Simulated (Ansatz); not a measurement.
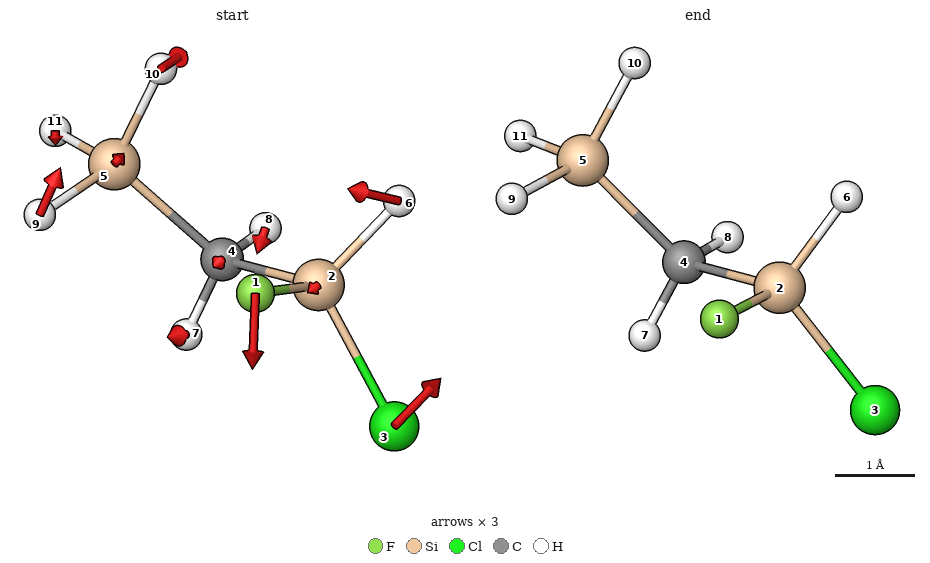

The structure of CH6ClFSi2 before (left) and after (right) a relaxation, at one scale. The red arrows give the displacements, 3 times their true length.

A ball-and-stick model, seen from a free direction.

The start comes from PBE-D4/def2-SVP.

Method: RKS PBE0-D4/def2-TZVP (Ansatz).

Input file:
```yaml
crystal:
  periodic: [false, false, false]
  atoms:
    - {symbol: F, position_ang: [-0.027306, 0.499827, 2.184891]}
    - {symbol: Si, position_ang: [0.906681, -0.416825, 1.198639]}
    - {symbol: Cl, position_ang: [1.201882, -2.240478, 2.141619]}
    - {symbol: C, position_ang: [0.012530, -0.645302, -0.420143]}
    - {symbol: Si, position_ang: [-0.893350, 0.912011, -1.033915]}
    - {symbol: H, position_ang: [2.228350, 0.269566, 1.062227]}
    - {symbol: H, position_ang: [-0.721433, -1.473100, -0.318452]}
    - {symbol: H, position_ang: [0.757108, -0.963182, -1.182362]}
    - {symbol: H, position_ang: [-2.105436, 1.175675, -0.188870]}
    - {symbol: H, position_ang: [0.026502, 2.100602, -0.958988]}
    - {symbol: H, position_ang: [-1.320127, 0.724107, -2.464045]}
basis:
  gaussian: {orbitals: def2-TZVP}
hamiltonian: {xc: pbe0, dispersion: d4}
relax: {f_tol: 0.005, max_steps: 150}
```

Run as
```bash
ansatz run in.yaml --threads 4 --pin off --events-out ev --progress --plain --max-ram 10444MiB
```

**Summarise the run.**

The largest moves after the best rigid fit, 0.33 Å, are those of F1 and Cl3. Largest moves by element: F 0.33 Å, Cl 0.33 Å, H 0.30 Å, Si 0.07 Å, C 0.07 Å. Among the contacts that change: F1–Si2 1.639 → 1.594 Å, Si2–Cl3 2.074 → 2.045 Å, C4–Si5 1.903 → 1.881 Å, Si2–C4 1.863 → 1.842 Å. Over 12 geometry steps the energy falls by 1.78 kcal/mol. The largest force component goes from 0.8 to 0.0018 eV/Å. The run took 55 s on 4 threads of Arm Neoverse V1, with other jobs on the host.
